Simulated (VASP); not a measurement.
Data:

```
NbSc3N4
1.0
    0.00000     2.21357     2.21357
    2.21357     0.00000     2.21357
    8.88526     8.88526    -0.03098
Sc N Nb
3 4 1
Direct
  0.00096   0.00096   0.99928
  0.00000   0.00000   0.25000
  0.99904   0.99904   0.50072
  0.50184   0.50184   0.12362
  0.49816   0.49816   0.37638
  0.49549   0.49549   0.62838
  0.50451   0.50451   0.87162
  0.00000   0.00000   0.75000
```

All values below come from PBEsol GGA, VASP's PBE PAW potentials (set 64) (plane waves; VASP 6.6.1). Settings: 520 eV cut-off, 13×13×4 Γ-centred mesh, tetrahedra with Blöchl corrections, potentials Sc_sv N Nb_sv.

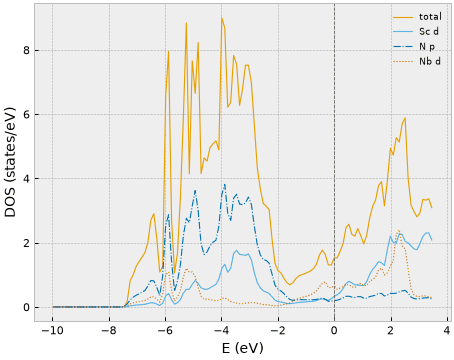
Figure. Total and projected density of states, zero at the Fermi level

Within 2 eV below the Fermi level the largest weight inside VASP's projection spheres is Nb d, then N p.

It has no gap at this level: it comes out as a metal or semimetal.

The structure was generated: NbSc3N4 was put into an ordered model structure (R-3m), which need not be its known phase. It was relaxed first.
